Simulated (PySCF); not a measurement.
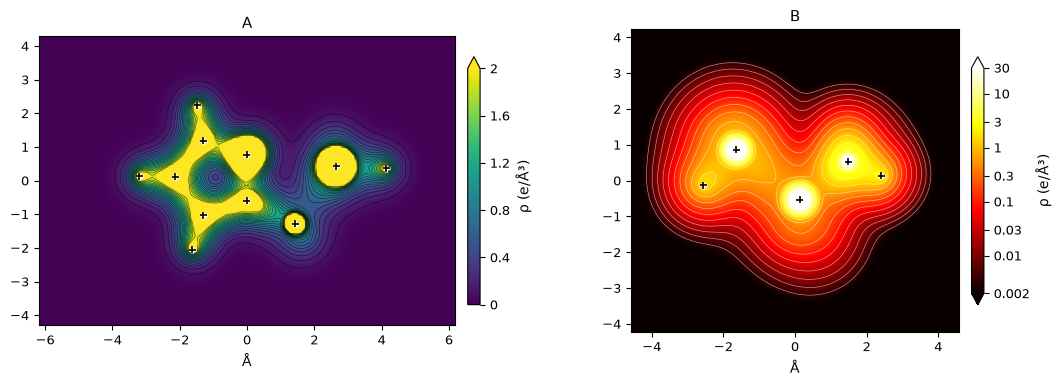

The electron density of 2 systems, each on a plane through atoms (crosses mark nuclei in the plane).

All numbers below come from PBE0/def2-SVPD, SCF density, gas phase (PySCF).

System 1: H7N2PSi (SMILES N[SiH](N)P), the plane of atoms Si2, N3 and H9. Geometry: GFN2-xTB.

```xyz
11

N    -0.0168    1.3468    0.8861
Si   -0.3658    0.1832   -0.3427
N    -1.2661   -1.0267    0.4881
P     1.3223   -0.9747   -1.3057
H     0.2372    1.0030    1.7989
H     0.5511    2.1442    0.6508
H    -1.0232    0.9576   -1.4043
H    -1.4119   -1.9090    0.0250
H    -2.1017   -0.7452    0.9742
H     2.0322    0.1588   -1.6558
H     2.0482   -1.1354   -0.1407
```

System 2: C4H8AsBO (SMILES [AsH3+][BH2-]c1ccco1), the plane of atoms B2, As1 and H9. Geometry: GFN2-xTB.

```json
{"atom": "As", "x (Å)": "-2.2535", "y (Å)": "-0.0679", "z (Å)": "-0.5023"}
{"atom": "B", "x (Å)": "-1.0278", "y (Å)": "-0.5609", "z (Å)": "1.1254"}
{"atom": "C", "x (Å)": "0.3946", "y (Å)": "-0.1597", "z (Å)": "0.5304"}
{"atom": "C", "x (Å)": "1.6845", "y (Å)": "-0.1853", "z (Å)": "0.9705"}
{"atom": "C", "x (Å)": "2.5002", "y (Å)": "0.3234", "z (Å)": "-0.0734"}
{"atom": "C", "x (Å)": "1.6583", "y (Å)": "0.6302", "z (Å)": "-1.0909"}
{"atom": "O", "x (Å)": "0.3838", "y (Å)": "0.3448", "z (Å)": "-0.7432"}
{"atom": "H", "x (Å)": "-2.0804", "y (Å)": "-0.7076", "z (Å)": "-1.8248"}
{"atom": "H", "x (Å)": "-3.7330", "y (Å)": "-0.2548", "z (Å)": "-0.4867"}
{"atom": "H", "x (Å)": "-2.3259", "y (Å)": "1.3046", "z (Å)": "-1.0502"}
{"atom": "H", "x (Å)": "-1.1987", "y (Å)": "-1.7271", "z (Å)": "1.2987"}
{"atom": "H", "x (Å)": "-1.4148", "y (Å)": "0.1150", "z (Å)": "2.0265"}
{"atom": "H", "x (Å)": "2.0193", "y (Å)": "-0.5268", "z (Å)": "1.9291"}
{"atom": "H", "x (Å)": "3.5652", "y (Å)": "0.4418", "z (Å)": "-0.0618"}
{"atom": "H", "x (Å)": "1.8239", "y (Å)": "1.0382", "z (Å)": "-2.0691"}
```

Question: Match each panel to its system.

Answer: Panel A is system 2, C4H8AsBO: the plane holds As, B, C, O and H. C–O (1.35 Å): ρ at the midpoint is about 2.4 e/Å³. Panel B is system 1, H7N2PSi: the plane holds Si, N, P and H. Si–N (1.72 Å): ρ is about 1.1 e/Å³ halfway.
